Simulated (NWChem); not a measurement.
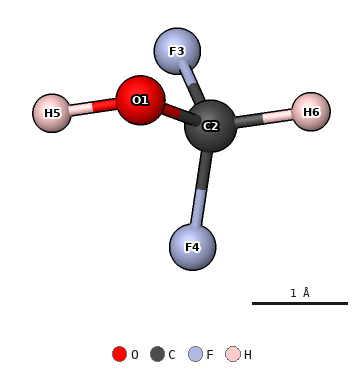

The structure as given in the input (ball-and-stick view, seen at a tilt; atoms are numbered from 1 in the order of the input).

**Polarizability calculation of CH$_{2}$F$_{2}$O**

CH$_{2}$F$_{2}$O, SMILES OC(F)F, computed with B3LYP/LANL2DZ, RKS (NWChem 7.3.0).

The geometry comes from this level: PBE0-D4/def2-TZVP.

**Input file**
```
echo
start test
memory total 2200 mb
geometry units atomic noautosym nocenter noautoz
  O      0.17971295     1.86251407    -0.82864491
  C      0.11451740    -0.26040426     0.57107523
  F      1.65596700    -2.06452579    -0.39344098
  F     -2.22930991    -1.29313959     0.59545270
  H     -0.33372563     1.46056932    -2.53279992
  H      0.69201771     0.17404378     2.50105253
end
basis "ao basis" spherical bse
  O library LANL2DZ
  C library LANL2DZ
  F library LANL2DZ
  H library LANL2DZ
end
dft
  xc b3lyp
  grid fine
  convergence energy 1e-08
  maxiter 100
  mulliken
  noprint "final vectors analysis"
end
property
  response 1 0
end
task dft property
```

Hardware: 1 thread of AMD EPYC (Zen 3), 24 GiB of memory available, shared host.

Launched with:
```bash
nwchem test.nw > test.out
```

**Output**
```
============================== echo of input deck ==============================
echo
start test
memory total 2200 mb
geometry units atomic noautosym nocenter noautoz
  O      0.17971295     1.86251407    -0.82864491
  C      0.11451740    -0.26040426     0.57107523
  F      1.65596700    -2.06452579    -0.39344098
  F     -2.22930991    -1.29313959     0.59545270
  H     -0.33372563     1.46056932    -2.53279992
  H      0.69201771     0.17404378     2.50105253
end
basis "ao basis" spherical bse
  O library LANL2DZ
  C library LANL2DZ
  F library LANL2DZ
  H library LANL2DZ
end
dft
  xc b3lyp
  grid fine
  convergence energy 1e-08
  maxiter 100
  mulliken
  noprint "final vectors analysis"
end
property
  response 1 0
end
task dft property
================================================================================

             Northwest Computational Chemistry Package (NWChem) 7.3.0
             --------------------------------------------------------

           Job information
           ---------------

    nwchem branch   = 7.3.0
    use scalapack   = T
    input           = test.nw
    prefix          = test.
    data base       = ./test.db
    status          = startup
    nproc           =        1

           Memory information
           ------------------

    heap     =     72089600 doubles =      550.0 Mbytes
    stack    =     72089597 doubles =      550.0 Mbytes
    global   =    144179200 doubles =     1100.0 Mbytes (distinct from heap & stack)
    total    =    288358397 doubles =     2200.0 Mbytes
    verify   = yes
    hardfail = no

           Directory information
           ---------------------

  0 permanent = .
  0 scratch   = .

                                NWChem Input Module
                                -------------------

                             Geometry "geometry" -> ""
                             -------------------------

 Output coordinates in a.u. (scale by  1.000000000 to convert to a.u.)

  No.       Tag          Charge          X              Y              Z
 ---- ---------------- ---------- -------------- -------------- --------------
    1 O                    8.0000     0.17971295     1.86251407    -0.82864491
    2 C                    6.0000     0.11451740    -0.26040426     0.57107523
    3 F                    9.0000     1.65596700    -2.06452579    -0.39344098
    4 F                    9.0000    -2.22930991    -1.29313959     0.59545270
    5 H                    1.0000    -0.33372563     1.46056932    -2.53279992
    6 H                    1.0000     0.69201771     0.17404378     2.50105253

      Atomic Mass
      -----------

      O                 15.994910
      C                 12.000000
      F                 18.998400
      H                  1.007825

 Effective nuclear repulsion energy (a.u.)     134.9883545129

            Nuclear Dipole moment (a.u.)
            ----------------------------
        X                 Y               Z
 ---------------- ---------------- ----------------
    -2.6769861100   -15.2466883200    -1.4163498100

            XYZ format geometry
            -------------------
     6
 geometry
 O                     0.09510000     0.98560007    -0.43850003
 C                     0.06060000    -0.13780001     0.30220002
 F                     0.87630006    -1.09250008    -0.20820002
 F                    -1.17970009    -0.68430005     0.31510002
 H                    -0.17660001     0.77290005    -1.34030009
 H                     0.36620003     0.09210001     1.32350010

 ==============================================================================
                                internuclear distances
 ------------------------------------------------------------------------------
       center one      |      center two      | atomic units |       a.u.
 ------------------------------------------------------------------------------
    2 C                |   1 O                |     2.54367  |     2.54367
    3 F                |   2 C                |     2.56149  |     2.56149
    4 F                |   2 C                |     2.56138  |     2.56138
    5 H                |   1 O                |     1.82464  |     1.82464
    6 H                |   2 C                |     2.06084  |     2.06084
 ------------------------------------------------------------------------------
                         number of included internuclear distances:          5
 ==============================================================================

 ==============================================================================
                                 internuclear angles
 ------------------------------------------------------------------------------
        center 1       |       center 2       |       center 3       |  degrees
 ------------------------------------------------------------------------------
    2 C                |   1 O                |   5 H                |   108.84
    1 O                |   2 C                |   3 F                |   111.42
    1 O                |   2 C                |   4 F                |   111.42
    1 O                |   2 C                |   6 H                |   109.40
    3 F                |   2 C                |   4 F                |   105.68
    3 F                |   2 C                |   6 H                |   109.42
    4 F                |   2 C                |   6 H                |   109.42
 ------------------------------------------------------------------------------
                            number of included internuclear angles:          7
 ==============================================================================

                      Basis "ao basis" -> "" (spherical)
                      -----
  [basis functions not shown]

 Summary of "ao basis" -> "" (spherical)
 ------------------------------------------------------------------------------
       Tag                 Description            Shells   Functions and Types
 ---------------- ------------------------------  ------  ---------------------
 O                          LANL2DZ                  5        9   3s2p
 C                          LANL2DZ                  5        9   3s2p
 F                          LANL2DZ                  5        9   3s2p
 H                          LANL2DZ                  2        2   2s

                              NWChem Property Module
                              ----------------------

                                 NWChem DFT Module
                                 -----------------

 Summary of "ao basis" -> "ao basis" (spherical)
 ------------------------------------------------------------------------------
       Tag                 Description            Shells   Functions and Types
 ---------------- ------------------------------  ------  ---------------------
 O                          LANL2DZ                  5        9   3s2p
 C                          LANL2DZ                  5        9   3s2p
 F                          LANL2DZ                  5        9   3s2p
 H                          LANL2DZ                  2        2   2s

  Caching 1-el integrals
  itol2e modified to match energy
  convergence criterion.
  tol_rho modified to match energy
  convergence criterion.

            General Information
            -------------------
          SCF calculation type: DFT
          Wavefunction type:  closed shell.
          No. of atoms     :     6
          No. of electrons :    34
           Alpha electrons :    17
            Beta electrons :    17
          Charge           :     0
          Spin multiplicity:     1
          Use of symmetry is: off; symmetry adaption is: off
          Maximum number of iterations: 100
          AO basis - number of functions:    40
                     number of shells:    24
          Convergence on energy requested:  1.00D-08
          Convergence on density requested:  1.00D-05
          Convergence on gradient requested:  5.00D-04

              XC Information
              --------------
                         B3LYP Method XC Potential
                     Hartree-Fock (Exact) Exchange  0.200
                        Slater Exchange Functional  0.800 local
                    Becke 1988 Exchange Functional  0.720 non-local
              Lee-Yang-Parr Correlation Functional  0.810
                  VWN I RPA Correlation Functional  0.190 local

             Grid Information
             ----------------
          Grid used for XC integration:  fine
          Radial quadrature: Mura-Knowles
          Angular quadrature: Lebedev.
          Tag              B.-S. Rad. Rad. Pts. Rad. Cut. Ang. Pts.
          ---              ---------- --------- --------- ---------
          O                   0.60       70           7.0       590
          C                   0.70       70           7.0       590
          F                   0.50       70           7.0       590
          H                   0.35       60           8.0       590
          Grid pruning is: on
          Number of quadrature shells:   400
          Spatial weights used:  Erf1

          Convergence Information
          -----------------------
          Convergence aids based upon iterative change in
          total energy or number of iterations.
          Levelshifting, if invoked, occurs when the
          HOMO/LUMO gap drops below (HL_TOL):  1.00D-02
          DIIS, if invoked, will attempt to extrapolate
          using up to (NFOCK): 10 stored Fock matrices.

                    Damping( 0%)  Levelshifting(0.5)       DIIS
                  --------------- ------------------- ---------------
          dE  on:    start            ASAP                start
          dE off:    2 iters        100 iters           100 iters

      Screening Tolerance Information
      -------------------------------
          Density screening/tol_rho:  1.00D-11
          AO Gaussian exp screening on grid/accAOfunc:  18
          CD Gaussian exp screening on grid/accCDfunc:  20
          XC Gaussian exp screening on grid/accXCfunc:  20
          Schwarz screening/accCoul:  1.00D-09

      Superposition of Atomic Density Guess
      -------------------------------------

 Sum of atomic energies:        -312.25216736

      Non-variational initial energy
      ------------------------------

 Total energy =    -313.507297
 1-e energy   =    -701.430954
 2-e energy   =     252.935302
 HOMO         =      -0.453560
 LUMO         =       0.165820

   Time after variat. SCF:      0.1

     ---------------------------------------------
      Total Density - Mulliken Population Analysis
     ---------------------------------------------

    Atom       Charge   Shell Charges
 -----------   ------   -------------------------------------------------------
    1 O    8     8.77   2.00  0.95  0.83  3.69  1.29
    2 C    6     4.96   2.00  0.70  0.37  1.67  0.22
    3 F    9     9.46   2.00  1.02  0.89  4.13  1.43
    4 F    9     9.46   2.00  1.02  0.89  4.13  1.43
    5 H    1     0.49   0.37  0.12
    6 H    1     0.86   0.50  0.36
   Time prior to 1st pass:      0.1

 Grid_pts file          = ./test.gridpts.0
 Record size in doubles =  12289        No. of grid_pts per rec  =   3070
 Max. records in memory =     86        Max. recs in file   = *********

           Memory utilization after 1st SCF pass:
           Heap Space remaining (MW):       37.48            37475736
          Stack Space remaining (MW):       72.09            72089196

   convergence    iter        energy       DeltaE   RMS-Dens  Diis-err    time
 ---------------- ----- ----------------- --------- --------- ---------  ------
 d= 0,ls=0.0,diis     1   -314.0484707319 -4.49D+02  4.26D-02  1.21D+00     0.6
 d= 0,ls=0.0,diis     2   -313.9849913402  6.35D-02  2.14D-02  2.16D+00     0.9
 d= 0,ls=0.0,diis     3   -314.2055833557 -2.21D-01  2.77D-03  1.76D-02     1.2
 d= 0,ls=0.0,diis     4   -314.2066615033 -1.08D-03  1.17D-03  4.62D-03     1.6
 d= 0,ls=0.0,diis     5   -314.2071100371 -4.49D-04  2.56D-04  2.95D-04     1.9
  Resetting Diis
 d= 0,ls=0.0,diis     6   -314.2071370996 -2.71D-05  6.25D-05  1.24D-05     2.2
 d= 0,ls=0.0,diis     7   -314.2071384028 -1.30D-06  4.35D-06  1.19D-08     2.6
 d= 0,ls=0.0,diis     8   -314.2071384042 -1.33D-09  1.60D-06  7.94D-09     2.9

         Total DFT energy =     -314.207138404164
      One electron energy =     -702.106673332362
           Coulomb energy =      288.649109062887
    Exchange-Corr. energy =      -35.737928647598
 Nuclear repulsion energy =      134.988354512908

 Numeric. integr. density =       34.000000147718

     Total iterative time =      2.8s

     ---------------------------------------------
      Total Density - Mulliken Population Analysis
     ---------------------------------------------

    Atom       Charge   Shell Charges
 -----------   ------   -------------------------------------------------------
    1 O    8     8.40   2.00  0.94  0.85  3.52  1.10
    2 C    6     5.78   2.00  0.81  0.26  2.41  0.30
    3 F    9     9.20   2.00  1.01  0.91  3.96  1.32
    4 F    9     9.20   2.00  1.01  0.91  3.96  1.32
    5 H    1     0.61   0.49  0.12
    6 H    1     0.80   0.52  0.28

     -------------------------------------------
      Total Density - Lowdin Population Analysis
     -------------------------------------------

    Atom       Charge   Shell Charges
 -----------   ------   -------------------------------------------------------
    1 O    8     8.34   1.99  0.88  0.69  3.31  1.47
    2 C    6     5.69   1.98  0.57  0.35  2.12  0.66
    3 F    9     9.20   1.99  0.98  0.82  3.77  1.63
    4 F    9     9.20   1.99  0.98  0.82  3.77  1.63
    5 H    1     0.68   0.45  0.23
    6 H    1     0.89   0.53  0.36

 center of mass
 --------------
 x =  -0.09238413 y =  -0.52166372 z =  -0.03816196

 moments of inertia (a.u.)
 ------------------
         189.962332525845           8.834154474935          36.838068051662
           8.834154474935         184.448931236948          30.310944847384
          36.838068051662          30.310944847384         299.923405813736

     Multipole analysis of the density
     ---------------------------------

     L   x y z        total         alpha         beta         nuclear
     -   - - -        -----         -----         ----         -------
     0   0 0 0     -0.000000    -17.000000    -17.000000     34.000000

     1   1 0 0      0.015359      1.346172      1.346172     -2.676986
     1   0 1 0      0.270918      7.758803      7.758803    -15.246688
     1   0 0 1     -0.150798      0.632776      0.632776     -1.416350

     2   2 0 0    -18.399717    -44.367741    -44.367741     70.335765
     2   1 1 0     -0.309366      1.191302      1.191302     -2.691969
     2   1 0 1      1.439702      8.736696      8.736696    -16.033690
     2   0 2 0    -19.362166    -51.547271    -51.547271     83.732376
     2   0 1 1     -0.726014      7.698399      7.698399    -16.122812
     2   0 0 2    -12.469335    -18.586946    -18.586946     24.704557

 *** CALLING NEW AORESP DRIVER FOR CLOSED AND OPEN SHELLS ***
 Entering AOResponse driver routine

          ****************
          *** RESPONSE ***
          ****************

          -----------------------------------------------
          Solving response equations for perturbing field
          -----------------------------------------------

 number of frequencies:     1
 frequency in a.u.:  0.0000000E+00
 Perturbing field: electric
 Using El. Dipole Length Gauge

 Setting up CPKS with frequency omega =      0.00000000 a.u.

 STATIC response

                                NWChem CPHF Module
                                ------------------

  scftype          =     RHF
  nclosed          =       17
  nopen            =        0
  variables        =      391
  # of vectors     =        3
  tolerance        = 0.10D-03
  level shift      = 0.00D+00
  max iterations   =       50
  max subspace     =       30

 SCF residual:    3.9283950006615072E-005

Iterative solution of linear equations
  No. of variables      391
  No. of equations        3
  Maximum subspace       30
        Iterations       50
       Convergence  1.0D-04
        Start time      3.3

   iter   nsub   residual    time
   ----  ------  --------  ---------
     1      3    2.22D+00       4.2
     2      6    1.75D+00       5.2
     3      9    1.14D-01       6.2
     4     12    2.89D-02       7.2
     5     15    3.37D-04       8.1
     6     18    3.51D-05       9.1

 Electric Dipole Response Matrix (nonzero elements):

              1        2        3
    1   13.3102   0.0712   0.4689
    2    0.0712  14.5335  -0.7768
    3    0.4689  -0.7768  15.6254

 ------------------------------------------
 average:        14.48973 + I       0.00000

 DFT Linear Response polarizability / au
 Frequency  =       0.0000000 / au
 Wavelength = -999999.0000000 / nm
              X              Y              Z
 -----------------------------------------------
 X      13.3102093      0.0712130      0.4688937
 Y       0.0712119     14.5335426     -0.7767989
 Z       0.4688946     -0.7767947     15.6254349
 -----------------------------------------------
 Eigenvalues =      13.1768390     14.2096397     16.0827080
 Isotropic   =      14.4897289
 Anisotropic =       2.5513856
 -----------------------------------------------

 Magnetic Dipole Response Matrix (nonzero elements):
 Optical rotation tensor Beta

 *** static G'=0. Use GPRIME input with finite omega
 *** or better ORBETA without GPRIME for small or zero freq.

 zero matrix

 ------------------------------------------
 average:         0.00000 + I       0.00000

 Exiting AOResponse driver routine

 Task  times  cpu:        9.1s     wall:        9.1s
 Total times  cpu:        9.1s     wall:        9.1s
```

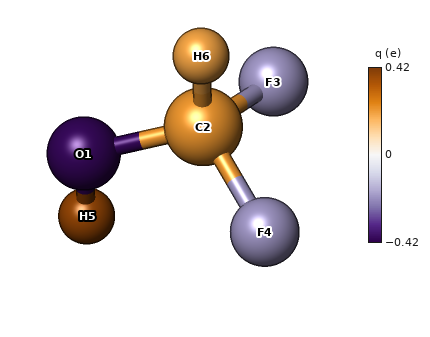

Mulliken charges, as the colour of each atom (ball-and-stick view, seen at a tilt; atoms are numbered from 1 in the order of the input). By element: O −0.40, C +0.22, F −0.20 and H +0.20 to +0.39 e.

**Summary**

| quantity | value |
| --- | --- |
| outcome | converged |
| total energy | −314.207138 hartree |
| basis functions | 40 |
| dipole moment | 0.79 D |
| wall time | 9.9 s |
| peak memory | 0.11 GiB |
